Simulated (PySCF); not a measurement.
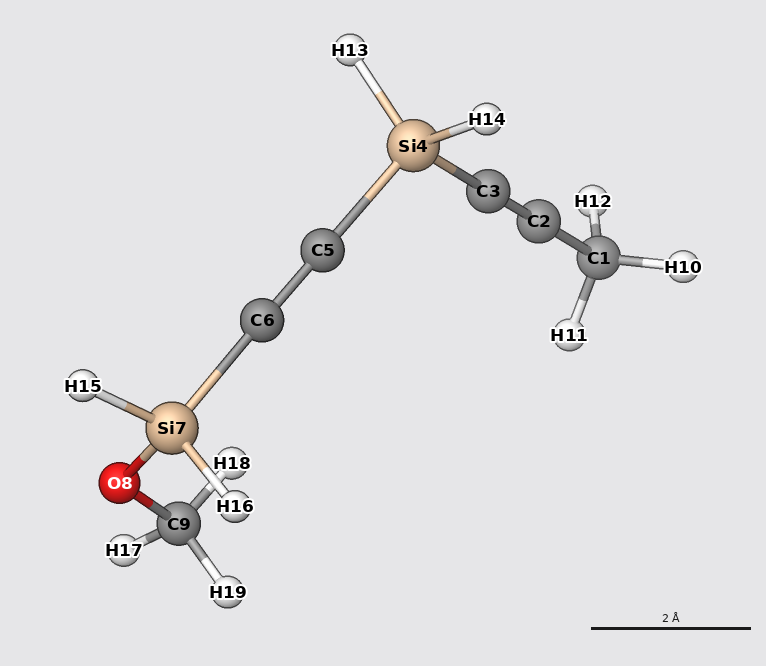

Atoms carry their numbers in the input. The geometry was computed by an optimisation with PBE0-D3(BJ)/def2-SVP. No frequency run is at hand to confirm it as a minimum.

Question: Describe the coordination of atom 5.

Answer: C5 has 2 neighbours (Si4 at 1.84, C6 at 1.22 Å); the arrangement is linear.

Question: Describe the coordination of atom 2.

Answer: C2 has 2 neighbours (C1 at 1.45, C3 at 1.22 Å); the arrangement is linear.

Question: How are the neighbours of atom 9 arranged?

Answer: C9 has 4 neighbours (O8 at 1.40, H17 at 1.10, H18 at 1.11, H19 at 1.11 Å); the arrangement is tetrahedral.

Question: What is the geometry at Si7?

Answer: Si7 has 4 neighbours (C6 at 1.84, O8 at 1.66, H15 at 1.48, H16 at 1.49 Å); the arrangement is tetrahedral.

Question: What is the dihedral angle C6–Si7–O8–C9?

Answer: 54° in size, that is gauche.
